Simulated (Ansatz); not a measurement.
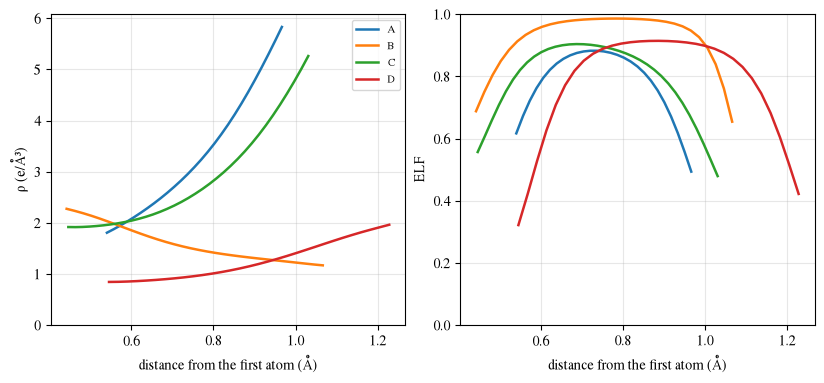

*CH₅B₂ClO₂ (SMILES BC(O)OBCl). Electron density and electron localisation function along straight lines between neighbouring atoms. The curves leave out the atomic cores.*

Theory: RKS CAM-B3LYP/def2-SVP (Ansatz 0.2.0).

```json
{"atom": "B", "x (Å)": "-1.6951", "y (Å)": "-0.8086", "z (Å)": "-0.7490"}
{"atom": "C", "x (Å)": "-0.2218", "y (Å)": "-0.3722", "z (Å)": "-0.2714"}
{"atom": "O", "x (Å)": "0.6311", "y (Å)": "-1.4101", "z (Å)": "-0.5614"}
{"atom": "O", "x (Å)": "-0.1820", "y (Å)": "-0.1068", "z (Å)": "1.1741"}
{"atom": "B", "x (Å)": "-1.2603", "y (Å)": "0.2722", "z (Å)": "1.8153"}
{"atom": "Cl", "x (Å)": "-2.7817", "y (Å)": "0.3732", "z (Å)": "0.8234"}
{"atom": "H", "x (Å)": "-2.0525", "y (Å)": "-1.9092", "z (Å)": "-0.4189"}
{"atom": "H", "x (Å)": "-2.1364", "y (Å)": "-0.3201", "z (Å)": "-1.7572"}
{"atom": "H", "x (Å)": "0.1326", "y (Å)": "0.5765", "z (Å)": "-0.7138"}
{"atom": "H", "x (Å)": "1.5463", "y (Å)": "-1.1085", "z (Å)": "-0.4987"}
{"atom": "H", "x (Å)": "-1.3162", "y (Å)": "0.5568", "z (Å)": "2.9752"}
```

Question: Which curve belongs to which contact (B–Cl, B–O, C–B and C–O)? The first atom named is at distance zero.

Answer: Curve A: B–O (1.31 Å): ρ is about 2.4 e/Å³ halfway; the ELF peaks at about 0.90 between the atoms, as expected for a polar covalent bond. Curve B: C–B (1.61 Å): the density is about 1.4 e/Å³ at the midpoint; the ELF peaks at about 1 between the atoms: localised, covalent bonding. Curve C: C–O (1.37 Å): the density is about 2.3 e/Å³ at the midpoint, with its minimum of 1.9 e/Å³ about 0.5 Å from C; the ELF peaks at about 0.90 between the atoms (a shared but strongly polarised pair). Curve D: B–Cl (1.82 Å): the density is about 1.2 e/Å³ at the midpoint; the ELF peaks at about 0.90 between the atoms; a polar covalent bond.
